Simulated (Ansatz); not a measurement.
# C5H5F (SMILES FC1=CCC=C1): levels of theory compared

Aim: a comparison of 4 runs (HF/STO-3G, HF/3-21G, MP2/6-311+G**, CCSD/6-31G) of C5H5F. 

The results are computed with Ansatz 0.2.0.

2 further runs of the same task are left out: 1 that didn't finish, 1 set aside as unsound or not needed.

### Step 1. The structure to begin with

C5H5F: 11 atoms, total charge 0, spin state singlet. SMILES: `FC1=CCC=C1`. The shape is that of a PBE0-D4/def2-TZVP optimisation.

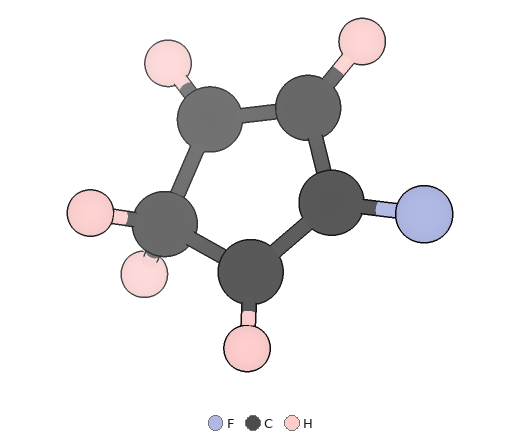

The structure, seen from a chosen angle (fluorine light blue, carbon dark grey, hydrogen pink).

### Step 2. Energy and forces at HF/STO-3G (run 1)

Contents of in.yaml:

```yaml
crystal:
  periodic: [false, false, false]
  atoms:
    - {symbol: F, position_ang: [0.004400, -2.240900, -1.280900]}
    - {symbol: C, position_ang: [0.012800, -1.096700, -0.603000]}
    - {symbol: C, position_ang: [0.421200, -0.918500, 0.657800]}
    - {symbol: C, position_ang: [0.240000, 0.529200, 0.971300]}
    - {symbol: C, position_ang: [-0.320800, 1.109600, -0.287700]}
    - {symbol: C, position_ang: [-0.449600, 0.142400, -1.206100]}
    - {symbol: H, position_ang: [0.809300, -1.667700, 1.330400]}
    - {symbol: H, position_ang: [-0.439500, 0.687400, 1.818700]}
    - {symbol: H, position_ang: [1.185200, 1.014900, 1.246200]}
    - {symbol: H, position_ang: [-0.574100, 2.153400, -0.409500]}
    - {symbol: H, position_ang: [-0.823500, 0.229800, -2.216900]}
basis:
  gaussian: {orbitals: STO-3G}
hamiltonian: {xc: hf}
accuracy: high
output: {forces: true, orbitals: {seedname: orbitals}}
```

Launch:

```console
$ ansatz run in.yaml --threads 1 --pin off --max-ram 2610MiB --events-out events.jsonl --progress --plain --runs-dir runs
```

Standard output (excerpt; [...] marks lines left out):

```text
Warning: RAYON_NUM_THREADS=1 ignored (pool sized by the plan → 1); use --threads N
Functional definition: HF
  name "HF"
[...]
773 factors; integrals over basis functions are off by at most 4.9e-9 eV
[...]
mean field -7834.51965365 eV, -287.9132868434 hartree, gradient 2.4e-8 eV, S^2 0.000000; 0 other end points of the search recorded, 0 dependent functions left out
[...]
reference -7834.51965365 eV, -287.9132868434 hartree; 22, 22 occupied and 13, 13 virtual orbitals, 773 factors
Total energy: -7834.51965365 eV, -287.9132868434 hartree
Atom 0 at     0.004400    -2.240900    -1.280900 Å, force     0.004191    -1.162035    -0.653119 eV/Å
Atom 1 at     0.012800    -1.096700    -0.603000 Å, force     0.741117    -0.972853     1.550161 eV/Å
Atom 2 at     0.421200    -0.918500     0.657800 Å, force    -0.298471    -0.652555    -1.224571 eV/Å
Atom 3 at     0.240000     0.529200     0.971300 Å, force     0.460844     0.968421     1.863932 eV/Å
Atom 4 at    -0.320800     1.109600    -0.287700 Å, force    -0.561540    -0.762262    -2.030955 eV/Å
Atom 5 at    -0.449600     0.142400    -1.206100 Å, force    -0.311123     2.601715     0.603092 eV/Å
Atom 6 at     0.809300    -1.667700     1.330400 Å, force    -0.025997     0.137043     0.004903 eV/Å
Atom 7 at    -0.439500     0.687400     1.818700 Å, force     0.119505    -0.041674    -0.185562 eV/Å
Atom 8 at     1.185200     1.014900     1.246200 Å, force    -0.184274    -0.103473    -0.079732 eV/Å
Atom 9 at    -0.574100     2.153400    -0.409500 Å, force     0.028770     0.014252     0.090067 eV/Å
Atom 10 at    -0.823500     0.229800    -2.216900 Å, force     0.026981    -0.026581     0.061783 eV/Å
Dipole moment:    -0.003610     0.246113     0.130444 e Å
```

Wall time 3 s (1 thread of AMD EPYC 7R43 (Zen 3), shared host).

### Step 3. Energy and gradient at HF/3-21G (run 2)

Contents of molecule.yaml:

```yaml
crystal:
  periodic: [false, false, false]
  atoms:
    - symbol: F
      position_ang: [0.004400, -2.240900, -1.280900]
    - symbol: C
      position_ang: [0.012800, -1.096700, -0.603000]
    - symbol: C
      position_ang: [0.421200, -0.918500, 0.657800]
    - symbol: C
      position_ang: [0.240000, 0.529200, 0.971300]
    - symbol: C
      position_ang: [-0.320800, 1.109600, -0.287700]
    - symbol: C
      position_ang: [-0.449600, 0.142400, -1.206100]
    - symbol: H
      position_ang: [0.809300, -1.667700, 1.330400]
    - symbol: H
      position_ang: [-0.439500, 0.687400, 1.818700]
    - symbol: H
      position_ang: [1.185200, 1.014900, 1.246200]
    - symbol: H
      position_ang: [-0.574100, 2.153400, -0.409500]
    - symbol: H
      position_ang: [-0.823500, 0.229800, -2.216900]
basis:
  gaussian: {orbitals: 3-21G.json}
hamiltonian: {xc: hf}
accuracy: high
output: {forces: true, orbitals: {seedname: orbitals}}
```

The basis set 3-21G is read from a file made from the Basis Set Exchange's data (not shown).

Launch:

```console
$ ansatz run molecule.yaml --threads 1 --pin off --max-ram 2610MiB --events-out events.jsonl --progress --plain --runs-dir runs
```

Standard output (excerpt; [...] marks lines left out):

```text
Warning: RAYON_NUM_THREADS=1 ignored (pool sized by the plan → 1); use --threads N
[... 2 set-up lines as earlier in the session ...]
[...]
1546 factors; integrals over basis functions are off by at most 9.8e-9 eV
[...]
mean field -7892.32359596 eV, -290.0375425425 hartree, gradient 3.2e-8 eV, S^2 0.000000; 0 other end points of the search recorded, 0 dependent functions left out
[...]
reference -7892.32359596 eV, -290.0375425425 hartree; 22, 22 occupied and 42, 42 virtual orbitals, 1546 factors
Total energy: -7892.32359596 eV, -290.0375425425 hartree
Atom 0 at     0.004400    -2.240900    -1.280900 Å, force    -0.015992    -0.854803    -0.534822 eV/Å
Atom 1 at     0.012800    -1.096700    -0.603000 Å, force     0.437651     0.100907     1.303617 eV/Å
Atom 2 at     0.421200    -0.918500     0.657800 Å, force    -0.096426    -0.790780    -0.730439 eV/Å
Atom 3 at     0.240000     0.529200     0.971300 Å, force     0.341989     0.757071     1.405491 eV/Å
Atom 4 at    -0.320800     1.109600    -0.287700 Å, force    -0.435451     0.264385    -1.085989 eV/Å
Atom 5 at    -0.449600     0.142400    -1.206100 Å, force    -0.240489     0.966900    -0.131381 eV/Å
Atom 6 at     0.809300    -1.667700     1.330400 Å, force    -0.197183     0.389170    -0.336458 eV/Å
Atom 7 at    -0.439500     0.687400     1.818700 Å, force     0.135573    -0.110564    -0.310260 eV/Å
Atom 8 at     1.185200     1.014900     1.246200 Å, force    -0.247351    -0.188225    -0.176337 eV/Å
Atom 9 at    -0.574100     2.153400    -0.409500 Å, force     0.121219    -0.488029     0.065112 eV/Å
Atom 10 at    -0.823500     0.229800    -2.216900 Å, force     0.196461    -0.046032     0.531466 eV/Å
Dipole moment:    -0.004767     0.423363     0.228486 e Å
```

It took 3 s on 1 thread of AMD EPYC 7R43 (Zen 3), shared host.

Run 3 isn't shown in full; the table further down has it.

### Step 4. Energy and gradient at CCSD/6-31G (run 4)

Contents of run.yaml:

```yaml
crystal:
  periodic: [false, false, false]
  atoms:
    - {symbol: F, position_ang: [0.004400, -2.240900, -1.280900]}
    - {symbol: C, position_ang: [0.012800, -1.096700, -0.603000]}
    - {symbol: C, position_ang: [0.421200, -0.918500, 0.657800]}
    - {symbol: C, position_ang: [0.240000, 0.529200, 0.971300]}
    - {symbol: C, position_ang: [-0.320800, 1.109600, -0.287700]}
    - {symbol: C, position_ang: [-0.449600, 0.142400, -1.206100]}
    - {symbol: H, position_ang: [0.809300, -1.667700, 1.330400]}
    - {symbol: H, position_ang: [-0.439500, 0.687400, 1.818700]}
    - {symbol: H, position_ang: [1.185200, 1.014900, 1.246200]}
    - {symbol: H, position_ang: [-0.574100, 2.153400, -0.409500]}
    - {symbol: H, position_ang: [-0.823500, 0.229800, -2.216900]}
basis:
  gaussian: {orbitals: 6-31G}
correlation: {method: ccsd, frozen_orbitals: {C: 1, F: 1, H: 0}}
accuracy: high
scf: {omitted_lower_state_checks: [cluster_reference, increment]}
output: {forces: true, orbitals: {seedname: orbitals}}
```

Launch:

```console
$ ansatz run run.yaml --threads 1 --pin off --max-ram 2610MiB --events-out events.jsonl --progress --plain --runs-dir runs
```

Standard output:

```text
Warning: RAYON_NUM_THREADS=1 ignored (pool sized by the plan → 1); use --threads N
[... 11 lines left out ...]
6 core orbitals not correlated: weight in the atoms' cores, before any rotation towards them, 1.000 or more for the frozen orbitals, at most 0.000 for the correlated occupied ones
[... 27 lines left out ...]
Total energy: -7949.34736242 eV, -292.1331273077 hartree
[... 11 lines left out ...]
Dipole moment:     0.002316     0.391712     0.230509 e Å
Checks for a lower state left out: cluster_reference, increment
```

It took 30 s on 1 thread of AMD EPYC 7R43 (Zen 3), shared host; peak memory 0.4 GiB.

### Step 5. The series

| run | level | frozen core orbitals | energy (Eh) | dipole moment (D) | HOMO energy (eV) | LUMO energy (eV) | wall time |
| --- | --- | --- | --- | --- | --- | --- | --- |
| 1 | HF/STO-3G | – | -287.913287 | 1.34 | -6.82 | 6.72 | 3 s |
| 2 | HF/3-21G | – | -290.037543 | 2.31 | -8.72 | 3.43 | 3 s |
| 3 | MP2/6-311+G** | 6 | -292.616799 | 2.02 | -8.75 | 1.86 | 48 s |
| 4 | CCSD/6-31G | 6 | -292.133127 | 2.18 | -8.72 | 3.34 | 30 s |

### Step 6. Outcome

| quantity | value |
| --- | --- |
| run 4: total energy | -292.13313 Eh |
| run 4: dipole moment (correlated density) | 2.18 D |
| run 4: HOMO energy (Hartree–Fock orbitals) | -8.72 eV |
| run 4: LUMO energy (Hartree–Fock orbitals) | 3.34 eV |
| run 4: HOMO–LUMO gap (Hartree–Fock orbitals) | 12.06 eV |
| run 4: correlation energy (6 core orbitals frozen) | -593.7 mEh |
| run 4: T1 diagnostic | 0.010 |
| run 4: largest force on an atom | 3.243 eV/Å |

What this shows: The dipole moment (its size) runs from 1.34 D (HF/STO-3G) to 2.31 D (HF/3-21G). In runs 3, 4 the log says that unrestricted orbitals would lower the reference, so the values rest on an unstable closed-shell determinant (other closed-shell runs at this shape may share the fault). In run 1 the basis is minimal, so the values are rough. All runs together took 84 s, the longest 48 s.
